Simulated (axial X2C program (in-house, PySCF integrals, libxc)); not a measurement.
## Relativistic diatomic calculation for TlSr⁻

- system: TlSr⁻, single determinant with M_S = 1 and |Λ| = 0.
- method: HF, spin-free X2C-1e, Tl dyall-av2z, Sr dyall-av2z (cores contracted) (axial X2C program (in-house, PySCF integrals, libxc))

Log:
```
spin-free X2C-1e  HF
basis functions 222  fitting functions 1277  grid points 5806
iter        total energy     max residual
   1     -23421.094190028     6.45e-01
   2     -23421.143042807     1.96e-02
   3     -23421.145543280     3.20e-02
   4     -23421.146938785     1.51e-02
   5     -23421.147805926     5.10e-03
   6     -23421.148253626     9.75e-03
   7     -23421.148453204     4.90e-03
   8     -23421.148584859     1.65e-03
   9     -23421.148645760     3.13e-03
  10     -23421.148680323     1.48e-03
  11     -23421.148692164     2.87e-04
  12     -23421.148695658     4.49e-04
  13     -23421.148696392     1.98e-04
  14     -23421.148696547     2.98e-05
  15     -23421.148696583     4.56e-05
  16     -23421.148696593     2.33e-05
  17     -23421.148696595     3.18e-06
  18     -23421.148696596     4.69e-06
  19     -23421.148696596     2.07e-06
converged
one-electron -33131.55807052  Coulomb 9699.25438704  exact exchange -484.97887092  xc functional 0.00000000  nuclear repulsion 496.13385782
```

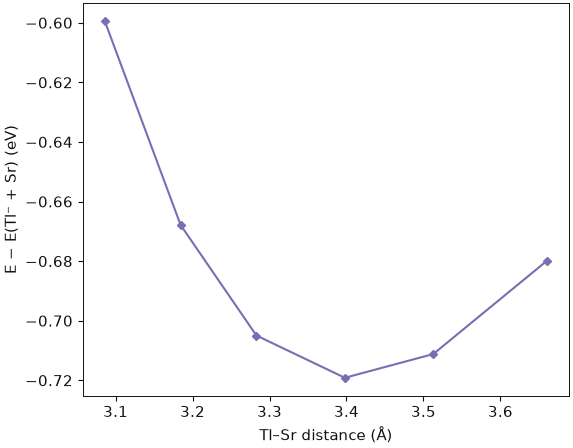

Fig. 1: Energy at 6 bond lengths, for one set of occupations held fixed; the line joins the points. A polynomial of degree 4 through 6 points gives rₑ = 3.407 Å, ωₑ = 84.44 cm⁻¹, ωₑxₑ = 0.34 cm⁻¹ and Bₑ = 0.02361 cm⁻¹. The minimum lies 0.72 eV below Tl⁻ + Sr, each computed as one determinant at the same level.

Input:
```
{"zs": [81, 38], "q": -1, "bas": ["dyall-av2z", "dyall-av2z"], "levels": ["PBE0", "HF", "LDA", "BHandHLYP"], "cc": false, "r0": 5.593, "npts": 10, "nst": 2, "ntry": 6}
```

The line is the task of a batch: nuclear charges, charge, bases, the levels to run, a first guess of the distance and further settings. This report covers HF without spin-orbit coupling. The log is that of the reference distance 3.283 Å.

Launched within a batch (the task file carries these settings):
```bash
python <driver script> task.json out
```

What the run reported:

```tsv
quantity	value
outcome	converged
bond length rₑ	3.407 Å
ωₑ	84.44 cm⁻¹
energy at the minimum	−23421.14922 hartree
depth below the fragments	0.72 eV
largest ⟨S²⟩ along the curve	2.66
hardware	1 thread of Arm Neoverse N1, 90 GiB of memory available, shared host
wall time	12 s
peak memory	0.55 GiB
```

What is odd here:

This input holds a deliberate oddity: far start. The program ran to the end. Its numbers are those of the input as typed; this run alone doesn't show how far the oddity moves them. Hartree–Fock lacks correlation, so it usually binds too weakly. ⟨S²⟩ reaches 2.66 where a pure state of this multiplicity has 2.00, so the determinant is spin-contaminated. To bear in mind: 6 of the 10 points asked for were kept.
